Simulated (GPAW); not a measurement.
# Surface energy and work function of Ag(110) from slabs of 4 to 14 layers (LDA)

How do energy and work function of Ag(110) films settle with thickness, and what surface energy follows?

How it was computed: GPAW 26.7.0, plane waves at 450 eV with PAW setups; symmetric 1×1 slabs cut at the tabulated lattice constant (two decimals; low-temperature values for the alkali metals), atoms at bulk places, 7.5 Å of vacuum on each side, one in-plane mesh for all thicknesses, Fermi-Dirac smearing of 0.1 eV. Energies are extrapolated to zero smearing and count from the program's reference atoms. Functional LDA. The cell's area is 11.829 Å².

Results, with one row withheld:

| layers | energy (eV) | work function (eV) |
| --- | --- | --- |
| 4 | −13.4675 | 4.57 |
| 5 | −17.4070 | 4.58 |
| 6 | −21.2827 | 4.59 |
| 7 | −25.2205 | 4.55 |
| 8 | −29.0915 | 4.60 |
| 9 | −33.0263 | 4.54 |
| 10 | −36.9086 | 4.61 |
| 11 | −40.8255 | 4.52 |
| 12 | −44.7190 | 4.60 |
| 14 | ? | ? |

Q: What surface energy do these runs give, and what energy and work function should the 14-layer slab have?

**Working.** A slab of n layers has E(n) = nε + 2Aγ once its middle is bulk-like. A line through n = 6 to 12 has the slope ε = −3.9049 eV a layer and the intercept 2Aγ = 2.1331 eV (r.m.s. residual 12.7 meV). So γ = 2.1331 / (2 × 11.829 Å²) = 0.0902 eV/Å² = 1.44 J/m², with a standard error of about 0.02 J/m² from the scatter about the line. For 14 layers: 2.1331 + 14 × (−3.9049) = −52.535 eV; the run gives −52.526 eV, 9.0 meV over the line. The work function has no such law: from 6 to 12 layers it moves between 4.52 and 4.61 eV (mean 4.57), and the 14-layer slab gives 4.59 eV. The thinnest slab, 4 layers, lies 0.00 eV from that mean. The values go up and down with thickness, as expected where levels confined across the film cross the Fermi level one by one. The measured value for this face is 4.10 eV (“Anisotropic work function of elemental crystals” (2019, arxiv:1902.07811)); the unrelaxed 14-layer slab lies 0.49 eV over it.

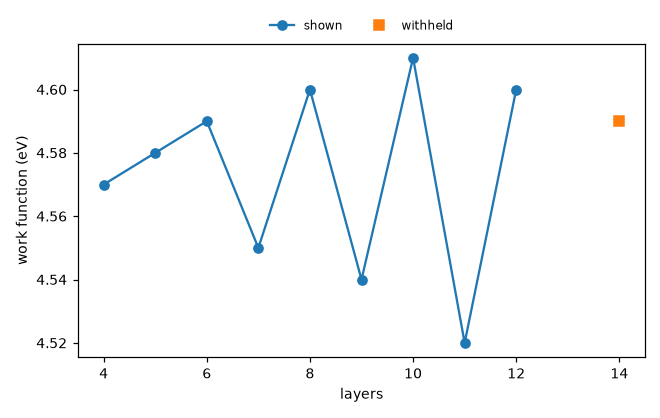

Work function against thickness.

**Limits.** The surfaces are unrelaxed, so γ is an upper bound for this functional and lattice constant. The tabulated lattice constant isn't the functional's own, which strains the slab a little.
